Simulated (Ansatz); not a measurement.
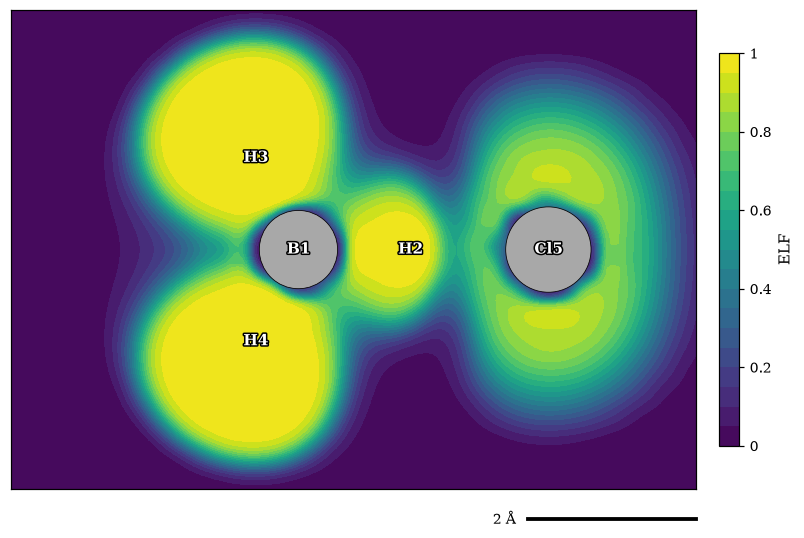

BH$_{3}$···Cl (doublet). ELF on the molecular plane. Grey discs cover the atomic cores.

Theory: UKS PBE-D4/cc-pVDZ in Ansatz.

Input file:

```
crystal:
  periodic: [false, false, false]
  atoms:
    - { symbol: B, position_ang: [0.0, 0.0, -0.363569] }
    - { symbol: H, position_ang: [0.0, 0.0, 2.017213] }
    - { symbol: H, position_ang: [1.118072, 0.0, -0.831558] }
    - { symbol: H, position_ang: [-1.118072, 0.0, -0.831558] }
    - { symbol: Cl, position_ang: [0.0, 0.0, 3.369472] }
magnetization:
  spin_polarized: true
  initial_magnetization: 1
basis:
  gaussian: { orbitals: cc-pVDZ }
hamiltonian:
  xc: pbe
  dispersion: d4
relax:
  f_tol: 0.03
  max_steps: 50
output:
  orbitals: {}
```

Launched as:

```sh
ansatz run input.yaml --threads 1 --pin off --max-ram 2048MiB --backend cpu --events-out ev --progress --plain --runs-dir out
```

The fields are those of the run's last geometry, not of the input's.

**Interpret the plot.**

Atoms in the plane: B, H and Cl.
Cl5···H2 (1.65 Å): the ELF climbs to about 1 towards the hydrogen, as it does in any bond to H.
B–H (1.21 Å): the ELF climbs to about 1 towards the hydrogen: a covalent bond by its length.
Cl–H (1.65 Å): the ELF climbs to about 1 towards the hydrogen.
